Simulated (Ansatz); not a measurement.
# CO on a Cu(110) slab cut from the Fm-3m phase: a line through a two-coordinate scan

One line of a two-coordinate grid on CO on a Cu(110) slab cut from the Fm-3m phase (10 atoms of substrate and one adsorbate in a 2 × 1 cell): position of O11 along the second surface vector, from above Cu9 is varied, at position of O11 along the first surface vector, from above Cu9 = 0.167.

Program: Ansatz 0.2.0. Level of theory: DFT PBE+D3(BJ), scalar-relativistic, plane waves, PAW. These are calculated values, not measurements.

4 further runs of the same task are left out: 4 set aside as unsound or not needed. Runs told in other sessions of the task aren't counted.

### Step 1. The starting structure

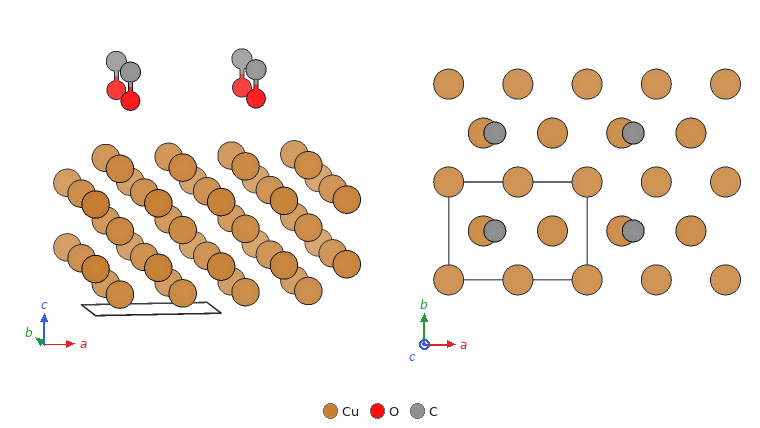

The starting structure, seen from the side (left, normal up) and from above (right) (copper orange, oxygen red, carbon grey; 2×2 surface cells, with atoms on the cell's edges repeated; the outline under the slab is one cell, and the vacuum is left out).

As a file:

```xyz
12
Lattice="5.0378 0.0000 0.0000 0.0000 3.5623 0.0000 0.0000 0.0000 23.7696" Properties=species:S:1:pos:R:3 pbc="T T T"
Cu    1.2595    1.7811    4.0000
Cu    3.7784    1.7811    4.0000
Cu    0.0000    0.0000    5.2595
Cu    2.5189    0.0000    5.2595
Cu    1.2595    1.7811    6.5269
Cu    3.7784    1.7811    6.5269
Cu    0.0000    0.0000    7.8359
Cu    2.5189    0.0000    7.8359
Cu    1.2595    1.7811    9.0196
Cu    3.7784    1.7811    9.0196
O     1.6793    1.7811   11.7196
C     1.6793    1.7811   12.8696
```

This is the geometry of the first run shown, built on a cell relaxed beforehand with the same method.

### Step 2. What is varied

Atoms count from 1 in the order of the input.

CO (O end down) is moved over the surface cell at a fixed height above a rigid substrate; the origin of the map has the adsorbate above Cu9; the height is held at 2.70 Å.

- position of O11 along the first surface vector, from above Cu9: 6 values from 0.000 to 0.833, periodic
- position of O11 along the second surface vector, from above Cu9: 8 values from 0.000 to 0.875, periodic

Nothing else is relaxed. Points are written as (first, second).

The two vectors of the plane (Å): (2.519, 0.000, 0.000); (0.000, 3.562, 0.000).

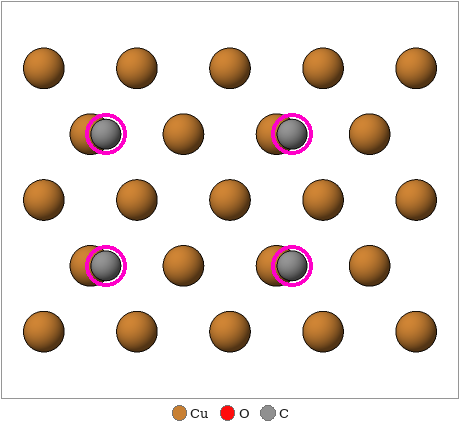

The geometry at (1/6, 0/8) of the map's two axes. Rings mark the moved atoms.

### Step 3. Point (1/6, 0/8) of the map's two axes

The cell repeats along c, and a dipole correction in the vacuum removes the field between the copies.

File input.yaml:

```yaml
crystal:
  lattice:
    - [5.0378287988, 0.0, 0.0]
    - [0.0, 3.5622829061, 0.0]
    - [0.0, 0.0, 23.7695828997]
  atoms:
    - { symbol: Cu, position: [0.25, 0.5, 0.1682822966] }
    - { symbol: Cu, position: [0.75, 0.5, 0.1682822966] }
    - { symbol: Cu, position: [0.0, 0.0, 0.2212683841] }
    - { symbol: Cu, position: [0.5, 0.0, 0.2212683841] }
    - { symbol: Cu, position: [0.25, 0.5, 0.2745893242] }
    - { symbol: Cu, position: [0.75, 0.5, 0.2745893242] }
    - { symbol: Cu, position: [0.0, 0.0, 0.3296597603] }
    - { symbol: Cu, position: [0.5, 0.0, 0.3296597603] }
    - { symbol: Cu, position: [0.25, 0.5, 0.3794590312] }
    - { symbol: Cu, position: [0.75, 0.5, 0.3794590312] }
    - { symbol: O, position: [0.3333333333, 0.5, 0.4930495814] }
    - { symbol: C, position: [0.3333333333, 0.5, 0.5414307417] }
basis:
  ecutwfc: 420
kpoints:
  mp_grid: { grid: [5, 8, 1] }
hamiltonian:
  xc: pbe
  pseudopotentials: { kind: paw, azcp: { folder: soft_1 } }
  dispersion: d3bj
scf:
  occupations: { method: gaussian, width: 0.1 }
output:
  forces: true
  eigenvalues: true
efield:
  axis: 3
  dipole_correction: true
  ramp_width: 0.04
```

Run with:

```sh
> ansatz run input.yaml --threads 4 --pin off --max-ram 12288MiB --backend cpu --events-out ev --progress --plain --runs-dir out
```

What it wrote (excerpt; [...] marks lines left out):

```text
Warning: RAYON_NUM_THREADS=4 ignored (pool sized by the plan → 4); use --threads N
[...]
Pseudopotentials: kind: paw
Pseudopotential: Cu, paw, valence charge 19, recommended cutoff 420 eV (normal), <dir>
Pseudopotential: O, paw, valence charge 6, recommended cutoff 420 eV (normal), <dir>
Pseudopotential: C, paw, valence charge 4, recommended cutoff 420 eV (normal), <dir>
Functional definition: PBE
[...]
Crystal: 12 atoms, lattice volume = 426.573 Å³
Basis set: ecut = 420 eV, 8337 PW (Γ), exchange–correlation on 72×48×320 points (8 copies of the dense FFT grid, shifted against one another)
Bands: 120, of which v1, the nominal top of the filled ones, is band 100 counted from 1 (99 counted from 0)
Symmetry: 2 space group operations
Space group: Pm (ITA 6), of the structure as read, at distance tolerance 7.5e-5 Å
k-points: 15 of 40 (time reversal used)
[...]
SCF iter   1: F=—  HF=-67077.420366 eV  |F-HF|=—  |Δ(HF+E_count)|=         —  Δρ=1.30e-1  dr2=4.43e1  ethr=3.10e-3  p=0.000 e·Å  D=1.29e-5 V/Å  ΔV_dip=-0.00 eV  dr2_dipole=3.71e-3  V_vac-E_F(+/−)=4.37/4.37 eV  ⟨swp⟩=8.1  Hψ=8052  notcnv=0  defer=36
[...]
SCF iter  14: F=-67068.858250 eV  HF=-67068.858250 eV  |F-HF|=8.09e-8  |Δ(HF+E_count)|=   1.03e-7  Δρ=2.47e-6  dr2=1.67e-8  ethr=5.00e-11  p=0.015 e·Å  D=6.20e-3 V/Å  ΔV_dip=-0.15 eV  dr2_dipole=3.60e-13  V_vac-E_F(+/−)=4.23/4.37 eV  ⟨swp⟩=13.7  Hψ=9735  notcnv=0
[...]
SCF converged after 14 iterations
Free energy (F): -67068.858250 eV
[...]
E sigma→0 (E₀):  -67068.849092 eV
Entropy (-TS):   -0.018315 eV (-1.526 meV/atom)
Fermi energy:    2.018249 eV
Dipole field:    D = 0.006196 V/Å  (p = 0.014607 e·Å, saw-weighted, corrected)
Work function:   Φ+ = 4.2259 eV   Φ− = 4.3731 eV
Levels:          The Fermi level and band energies are counted from a zero that moves with the ramp; work functions are not
[...]
--- Forces (eV/Å), atoms counted from 1 ---
  atom   1  Cu    -0.00259598     0.00000000     0.23826619
  atom   2  Cu     0.00262041    -0.00000000     0.22559950
  atom   3  Cu    -0.00815906     0.00000000    -0.30425854
  atom   4  Cu     0.00804052     0.00000000    -0.30888691
  atom   5  Cu     0.00265393    -0.00000000     0.02229944
  atom   6  Cu    -0.00313209     0.00000000    -0.00860964
  atom   7  Cu    -0.00710693     0.00000000     0.06572164
  atom   8  Cu     0.01042903    -0.00000000     0.04004039
[...]
--- Band table (eV; the first three rows and the last of 15) ---
[...]
```

It took 27 s on 4 threads of Arm Neoverse V2, shared host; peak memory 1.5 GiB.

Read from this run: work function 4.23 eV (top face), 4.37 eV (bottom face); dipole along +c 0.015 e·Å per cell.

### Step 4. Grid point (1/6, 1/8) of the map's two axes

Changes to input.yaml since step 3:

```diff
@@ -16,4 +16,4 @@
     - { symbol: Cu, position: [0.75, 0.5, 0.3794590312] }
-    - { symbol: O, position: [0.3333333333, 0.5, 0.4930495814] }
-    - { symbol: C, position: [0.3333333333, 0.5, 0.5414307417] }
+    - { symbol: O, position: [0.3333333333, 0.625, 0.4930495814] }
+    - { symbol: C, position: [0.3333333333, 0.625, 0.5414307417] }
 basis:
```

Run with:

```sh
> ansatz run input.yaml --threads 4 --pin off --max-ram 12288MiB --backend cpu --events-out ev --progress --plain --runs-dir out
```

What it wrote (excerpt; [...] marks lines left out):

```text
Warning: RAYON_NUM_THREADS=4 ignored (pool sized by the plan → 4); use --threads N
[...]
[... 5 set-up lines as earlier in the session ...]
[...]
Crystal: 12 atoms, lattice volume = 426.573 Å³
Basis set: ecut = 420 eV, 8337 PW (Γ), exchange–correlation on 72×48×320 points (8 copies of the dense FFT grid, shifted against one another)
Bands: 120, of which v1, the nominal top of the filled ones, is band 100 counted from 1 (99 counted from 0)
Symmetry: 1 space group operations
Space group: P1 (ITA 1), of the structure as read, at distance tolerance 7.5e-5 Å
k-points: 21 of 40 (time reversal used)
[...]
SCF converged after 14 iterations
Free energy (F): -67068.860340 eV
[...]
E sigma→0 (E₀):  -67068.851106 eV
Entropy (-TS):   -0.018467 eV (-1.539 meV/atom)
Fermi energy:    2.004569 eV
Dipole field:    D = 0.004548 V/Å  (p = 0.010720 e·Å, saw-weighted, corrected)
Work function:   Φ+ = 4.2625 eV   Φ− = 4.3706 eV
Levels:          The Fermi level and band energies are counted from a zero that moves with the ramp; work functions are not
[...]
--- Forces (eV/Å), atoms counted from 1 ---
  atom   1  Cu    -0.00234723     0.00084837     0.23783509
  atom   2  Cu     0.00238172    -0.00053203     0.22669418
  atom   3  Cu    -0.00738964    -0.00034985    -0.30342245
  atom   4  Cu     0.00725427    -0.00041512    -0.30824194
  atom   5  Cu     0.00268610     0.00018412     0.01997089
  atom   6  Cu    -0.00301582     0.00415955    -0.00828754
  atom   7  Cu    -0.00693402     0.00608019     0.06361679
  atom   8  Cu     0.00994981     0.00951927     0.03903272
[...]
--- Band table (eV; the first three rows and the last of 21) ---
[...]
```

Run time: 36 s. Hardware: 4 threads of Arm Neoverse V2, shared host; peak memory 1.7 GiB.

This gives work function 4.26 eV (top face), 4.37 eV (bottom face); dipole along +c 0.011 e·Å per cell.

### Step 5. The run at (1/6, 2/8) of the map's two axes

Changes to input.yaml since step 4:

```diff
@@ -16,4 +16,4 @@
     - { symbol: Cu, position: [0.75, 0.5, 0.3794590312] }
-    - { symbol: O, position: [0.3333333333, 0.625, 0.4930495814] }
-    - { symbol: C, position: [0.3333333333, 0.625, 0.5414307417] }
+    - { symbol: O, position: [0.3333333333, 0.75, 0.4930495814] }
+    - { symbol: C, position: [0.3333333333, 0.75, 0.5414307417] }
 basis:
```

Run with:

```sh
> ansatz run input.yaml --threads 4 --pin off --max-ram 12288MiB --backend cpu --events-out ev --progress --plain --runs-dir out
```

What it wrote (excerpt; [...] marks lines left out):

```text
Warning: RAYON_NUM_THREADS=4 ignored (pool sized by the plan → 4); use --threads N
[...]
[... 5 set-up lines as earlier in the session ...]
[...]
Crystal: 12 atoms, lattice volume = 426.573 Å³
Basis set: ecut = 420 eV, 8337 PW (Γ), exchange–correlation on 72×48×320 points (8 copies of the dense FFT grid, shifted against one another)
Bands: 120, of which v1, the nominal top of the filled ones, is band 100 counted from 1 (99 counted from 0)
[... 2 set-up lines as earlier in the session ...]
k-points: 21 of 40 (time reversal used)
[...]
SCF converged after 14 iterations
Free energy (F): -67068.864981 eV
[...]
E sigma→0 (E₀):  -67068.855596 eV
Entropy (-TS):   -0.018770 eV (-1.564 meV/atom)
Fermi energy:    1.970494 eV
Dipole field:    D = 0.000492 V/Å  (p = 0.001160 e·Å, saw-weighted, corrected)
Work function:   Φ+ = 4.3534 eV   Φ− = 4.3651 eV
Levels:          The Fermi level and band energies are counted from a zero that moves with the ramp; work functions are not
[...]
--- Forces (eV/Å), atoms counted from 1 ---
  atom   1  Cu    -0.00178905     0.00112872     0.23684359
  atom   2  Cu     0.00184362    -0.00070432     0.22904343
  atom   3  Cu    -0.00560392    -0.00035425    -0.30151175
  atom   4  Cu     0.00543336    -0.00052300    -0.30683626
  atom   5  Cu     0.00278944     0.00036454     0.01510698
  atom   6  Cu    -0.00283202     0.00561649    -0.00740070
  atom   7  Cu    -0.00665197     0.00831838     0.05865252
  atom   8  Cu     0.00894502     0.01289935     0.03673198
[...]
--- Band table (eV; the first three rows and the last of 21) ---
[...]
```

It took 37 s on 4 threads of Arm Neoverse V2, shared host; peak memory 1.6 GiB.

From the log: work function 4.35 eV.

### Step 6. Point (1/6, 3/8) of the map's two axes

Changes to input.yaml since step 5:

```diff
@@ -16,4 +16,4 @@
     - { symbol: Cu, position: [0.75, 0.5, 0.3794590312] }
-    - { symbol: O, position: [0.3333333333, 0.75, 0.4930495814] }
-    - { symbol: C, position: [0.3333333333, 0.75, 0.5414307417] }
+    - { symbol: O, position: [0.3333333333, 0.875, 0.4930495814] }
+    - { symbol: C, position: [0.3333333333, 0.875, 0.5414307417] }
 basis:
```

Run with:

```sh
> ansatz run input.yaml --threads 4 --pin off --max-ram 12288MiB --backend cpu --events-out ev --progress --plain --runs-dir out
```

What it wrote (excerpt; [...] marks lines left out):

```text
Warning: RAYON_NUM_THREADS=4 ignored (pool sized by the plan → 4); use --threads N
[...]
[... 5 set-up lines as earlier in the session ...]
[...]
Crystal: 12 atoms, lattice volume = 426.573 Å³
Basis set: ecut = 420 eV, 8337 PW (Γ), exchange–correlation on 72×48×320 points (8 copies of the dense FFT grid, shifted against one another)
Bands: 120, of which v1, the nominal top of the filled ones, is band 100 counted from 1 (99 counted from 0)
[... 2 set-up lines as earlier in the session ...]
k-points: 21 of 40 (time reversal used)
[...]
SCF converged after 13 iterations
Free energy (F): -67068.869053 eV
[...]
E sigma→0 (E₀):  -67068.859557 eV
Entropy (-TS):   -0.018993 eV (-1.583 meV/atom)
Fermi energy:    1.935283 eV
Dipole field:    D = -0.003638 V/Å  (p = -0.008577 e·Å, saw-weighted, corrected)
Work function:   Φ+ = 4.4469 eV   Φ− = 4.3604 eV
Levels:          The Fermi level and band energies are counted from a zero that moves with the ramp; work functions are not
[...]
--- Forces (eV/Å), atoms counted from 1 ---
  atom   1  Cu    -0.00128486     0.00075213     0.23595580
  atom   2  Cu     0.00135530    -0.00046684     0.23107703
  atom   3  Cu    -0.00391692    -0.00015826    -0.29976850
  atom   4  Cu     0.00372171    -0.00033018    -0.30563991
  atom   5  Cu     0.00291775     0.00032304     0.01121773
  atom   6  Cu    -0.00275712     0.00379378    -0.00640997
  atom   7  Cu    -0.00654628     0.00568250     0.05380359
  atom   8  Cu     0.00814690     0.00878167     0.03461622
[...]
--- Band table (eV; the first three rows and the last of 21) ---
[...]
```

Run time: 33 s. Hardware: 4 threads of Arm Neoverse V2, shared host; peak memory 1.6 GiB.

Read from this run: work function 4.45 eV (top face), 4.36 eV (bottom face); dipole along +c -0.009 e·Å per cell.

### Step 7. Grid point (1/6, 4/8) of the map's two axes

Changes to input.yaml since step 6:

```diff
@@ -16,4 +16,4 @@
     - { symbol: Cu, position: [0.75, 0.5, 0.3794590312] }
-    - { symbol: O, position: [0.3333333333, 0.875, 0.4930495814] }
-    - { symbol: C, position: [0.3333333333, 0.875, 0.5414307417] }
+    - { symbol: O, position: [0.3333333333, 1.0, 0.4930495814] }
+    - { symbol: C, position: [0.3333333333, 1.0, 0.5414307417] }
 basis:
```

Run with:

```sh
> ansatz run input.yaml --threads 4 --pin off --max-ram 12288MiB --backend cpu --events-out ev --progress --plain --runs-dir out
```

What it wrote (excerpt; [...] marks lines left out):

```text
Warning: RAYON_NUM_THREADS=4 ignored (pool sized by the plan → 4); use --threads N
[...]
[... 5 set-up lines as earlier in the session ...]
[...]
Crystal: 12 atoms, lattice volume = 426.573 Å³
Basis set: ecut = 420 eV, 8337 PW (Γ), exchange–correlation on 72×48×320 points (8 copies of the dense FFT grid, shifted against one another)
Bands: 120, of which v1, the nominal top of the filled ones, is band 100 counted from 1 (99 counted from 0)
[... 2 set-up lines as earlier in the session ...]
k-points: 15 of 40 (time reversal used)
[...]
SCF converged after 13 iterations
Free energy (F): -67068.870589 eV
[...]
E sigma→0 (E₀):  -67068.861056 eV
Entropy (-TS):   -0.019067 eV (-1.589 meV/atom)
Fermi energy:    1.920463 eV
Dipole field:    D = -0.005369 V/Å  (p = -0.012656 e·Å, saw-weighted, corrected)
Work function:   Φ+ = 4.4863 eV   Φ− = 4.3586 eV
Levels:          The Fermi level and band energies are counted from a zero that moves with the ramp; work functions are not
[...]
--- Forces (eV/Å), atoms counted from 1 ---
  atom   1  Cu    -0.00108830     0.00000000     0.23555139
  atom   2  Cu     0.00116530    -0.00000000     0.23178416
  atom   3  Cu    -0.00324773    -0.00000000    -0.29908933
  atom   4  Cu     0.00304546     0.00000000    -0.30519288
  atom   5  Cu     0.00297922    -0.00000000     0.00985795
  atom   6  Cu    -0.00275462     0.00000000    -0.00599232
  atom   7  Cu    -0.00653702     0.00000000     0.05185550
  atom   8  Cu     0.00787958    -0.00000000     0.03377789
[...]
--- Band table (eV; the first three rows and the last of 15) ---
[...]
```

Run time: 25 s. Hardware: 4 threads of Arm Neoverse V2, shared host; peak memory 1.4 GiB.

This gives work function 4.49 eV (top face), 4.36 eV (bottom face); dipole along +c -0.013 e·Å per cell.

### Step 8. Results

| position of O11 along the second surface vector, from above Cu9 | step | energy (meV) | slope (meV per unit fraction) | work function of the top face (eV) | dipole moment (e·Å) |
| --- | --- | --- | --- | --- | --- |
| 0.000 | 3 | 12.3 | 0 | 4.23 | 0.015 |
| 0.125 | 4 | 10.2 | −31 | 4.26 | 0.011 |
| 0.250 | 5 | 5.6 | −39 | 4.35 | 0.001 |
| 0.375 | 6 | 1.5 | −24 | 4.45 | −0.009 |
| 0.500 | 7 | 0.0 | 0 | 4.49 | −0.013 |
| 0.625 | – | 1.5 | 24 | 4.45 | −0.009 |
| 0.750 | – | 5.6 | 39 | 4.35 | 0.001 |
| 0.875 | – | 10.2 | 31 | 4.26 | 0.011 |

Energies count from the lowest point of the line. Rows without a step come from runs not printed here or follow by symmetry. Slopes come from the forces (and the stress, where the cell changes), not from differences of energies.

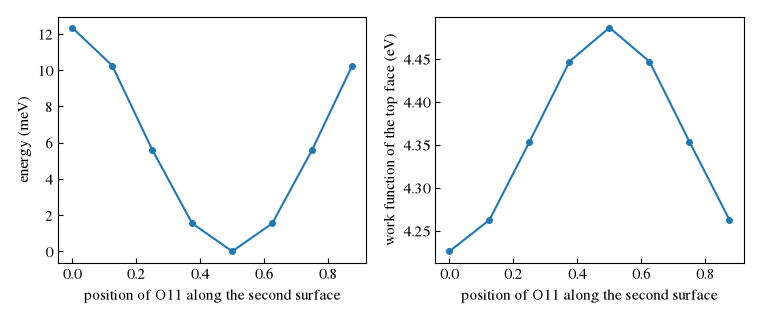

Energy and work function of the top face along the line.

**Reading.** Of the points computed the energy is lowest at 0.500. A fit to energies and slopes at the lowest point and its two neighbours puts the minimum at 0.5000, with a curvature of about 200 meV per (unit fraction)². The highest point computed, at 0.000, lies 12.3 meV above the lowest. This is one cut through a surface in two coordinates; the map's lowest point lies off it. The host is rigid and the atom is kept to this plane, so wells and barriers of the map are not those of diffusion. Spin polarisation is off in the runs that give these values; a magnetic solution could lie lower.
